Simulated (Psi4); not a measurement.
**[B2H7]− at AQCC/3-21G (density fitting)**

What is the energy change on altering one bond length of [B2H7]− at AQCC/3-21G (density fitting)? 

Program for the calculation: Psi4 1.11.

3 further runs of the same task are left out: 3 set aside as unsound or not needed.

### 1 The system as given

The species is [B2H7]− (9 atoms), meant as a singlet with charge -1. The coordinates come from a GFN2-xTB relaxation.

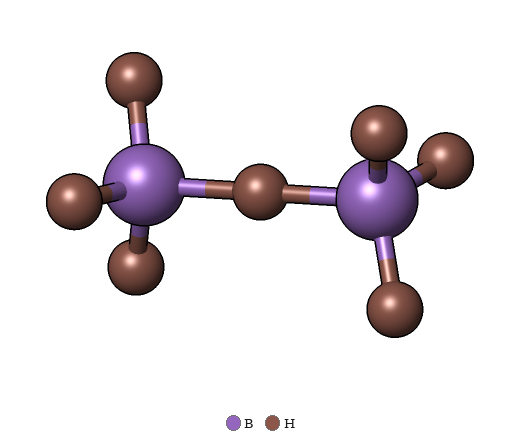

Viewed from a chosen angle; boron purple, hydrogen brown.

### 2 The energy at AQCC/3-21G (density fitting)

Input file calc.in:

```
memory 1600 MB

molecule {
  -1 1
  B      0.998980     0.432440    -0.745020
  H     -0.001410     0.003060     0.001110
  B     -0.997930    -0.431900     0.744300
  H      0.693930     1.535020    -1.106020
  H      1.967190     0.430160    -0.036430
  H      1.091060    -0.342710    -1.656210
  H     -1.902880    -0.657850    -0.011110
  H     -1.250220     0.453020     1.515040
  H     -0.598710    -1.421240     1.294350
  symmetry c1
}

set globals {
  basis 3-21G
  freeze_core true
}

e_tot, wfn = energy('aqcc', return_wfn=True)
print_variables()
```

Command:

```sh
psi4 calc.in calc.out -n 1
```

calc.out:

```text
[...]
  Running in c1 symmetry.
[...]
  Nuclear repulsion =   31.711539736682294
[...]
  Multiplicity = 1
[...]
  Nalpha       = 9
  Nbeta        = 9
[...]
    Number of basis functions: 32
[...]
   @RHF iter   1:   -53.05876292174307   -1.09856e+00   6.38759e-03 ADIIS/DIIS
[...]
   @RHF iter   9:   -53.09401484751182   -2.48690e-13   2.12592e-09 DIIS
[...]
    Orbital Energies [Eh]
    ---------------------
    Doubly Occupied:
       1A     -7.319602     2A     -7.318934     3A     -0.557670
       4A     -0.468333     5A     -0.263882     6A     -0.263791
       7A     -0.262701     8A     -0.243887     9A     -0.243813
[...]
  @RHF Final Energy:   -53.09401484751182
   => Energetics <=
    Nuclear Repulsion Energy =             31.7115397366822940
    One-Electron Energy =                -135.7258836171532153
    Two-Electron Energy =                  50.9203290329590956
    Total Energy =                        -53.0940148475118221
[...]
 Multipole Moments:
 ------------------------------------------------------------------------------------
     Multipole            Electronic (a.u.)      Nuclear  (a.u.)        Total (a.u.)
 ------------------------------------------------------------------------------------
 L = 1.  Multiply by 2.5417464519 to convert [e a0] to [Debye]
 Dipole X            :          0.0092077           -0.0036593            0.0055483
 Dipole Y            :          0.0047153           -0.0018859            0.0028294
 Dipole Z            :         -0.0066102            0.0025223           -0.0040878
 Magnitude           :                                                    0.0074498
[...]
      * SCS-MP2 total energy:                  -53.248361247886
[...]
      * MP2 total energy:                      -53.236551848429
[...]
```

It took 1.3 s on 1 thread of Intel Xeon 6975P-C (Granite Rapids), shared host; peak memory 0.19 GiB.

### 3 The distorted shape

Input file input.in:

```
memory 1600 mb

molecule molecule1 {
  -1 1
  B      2.499576     1.076515    -1.864223
  H     -0.001410     0.003060     0.001110
  B     -0.997930    -0.431900     0.744300
  H      2.194526     2.179095    -2.225223
  H      3.467786     1.074235    -1.155633
  H      2.591656     0.301365    -2.775413
  H     -1.902880    -0.657850    -0.011110
  H     -1.250220     0.453020     1.515040
  H     -0.598710    -1.421240     1.294350
  symmetry c1
}

set basis 3-21G
set freeze_core true

energy_value = energy('aqcc')
```

Command:

```sh
psi4 input.in input.out -n 1
```

input.out:

```text
[...]
  Running in c1 symmetry.
[...]
  Nuclear repulsion =   25.687217885991991
[...]
  Multiplicity = 1
[...]
  Nalpha       = 9
  Nbeta        = 9
[...]
    Number of basis functions: 32
[...]
   @RHF iter   1:   -52.97873538390417   -1.34620e+00   8.28484e-03 ADIIS/DIIS
[...]
   @RHF iter   9:   -53.03285639099171   -2.31637e-12   4.30724e-09 DIIS
[...]
    Orbital Energies [Eh]
    ---------------------
    Doubly Occupied:
       1A     -7.467776     2A     -7.238767     3A     -0.591921
       4A     -0.450973     5A     -0.369198     6A     -0.369151
       7A     -0.196355     8A     -0.196230     9A     -0.166053
[...]
  @RHF Final Energy:   -53.03285639099171
   => Energetics <=
    Nuclear Repulsion Energy =             25.6872178859919913
    One-Electron Energy =                -123.3472992165111606
    Two-Electron Energy =                  44.6272249395274656
    Total Energy =                        -53.0328563909917108
[...]
 Multipole Moments:
 ------------------------------------------------------------------------------------
     Multipole            Electronic (a.u.)      Nuclear  (a.u.)        Total (a.u.)
 ------------------------------------------------------------------------------------
 L = 1.  Multiply by 2.5417464519 to convert [e a0] to [Debye]
 Dipole X            :          3.1110130           -0.5859696            2.5250433
 Dipole Y            :          1.3401975           -0.2518210            1.0883765
 Dipole Z            :         -2.3201384            0.4368321           -1.8833064
 Magnitude           :                                                    3.3327541
[...]
      * SCS-MP2 total energy:                  -53.179051036744
[...]
      * MP2 total energy:                      -53.165382311028
[...]
```

Wall time 1.3 s (1 thread of Intel Xeon 6975P-C (Granite Rapids), shared host); peak memory 0.19 GiB.

### 4 Summary of results

At AQCC/3-21G (density fitting), 2 core orbitals frozen:

| quantity | value |
| --- | --- |
| first shape: total energy | -53.27107 Eh |
| first shape: HOMO energy (Hartree–Fock orbitals) | -6.63 eV |
| first shape: LUMO energy (Hartree–Fock orbitals) | 10.08 eV |
| first shape: HOMO–LUMO gap (to an unbound level, set by the basis) | 16.71 eV |
| first shape: correlation energy (2 core orbitals frozen) | -177.1 mEh |
| distorted shape: total energy | -53.20175 Eh |
| distorted shape: HOMO energy (Hartree–Fock orbitals) | -4.52 eV |
| distorted shape: LUMO energy (Hartree–Fock orbitals) | 5.15 eV |
| distorted shape: HOMO–LUMO gap (to an unbound level, set by the basis) | 9.67 eV |
| distorted shape: correlation energy (2 core orbitals frozen) | -168.9 mEh |
| energy change with the B1–H2 bond stretched from 1.320 to 3.300 Å | 1.887 eV |

What this shows: With the B1–H2 bond stretched from 1.320 to 3.300 Å the energy rises by 1.89 eV (44 kcal/mol). The first shape isn't relaxed at this level, so the change isn't measured from a minimum.
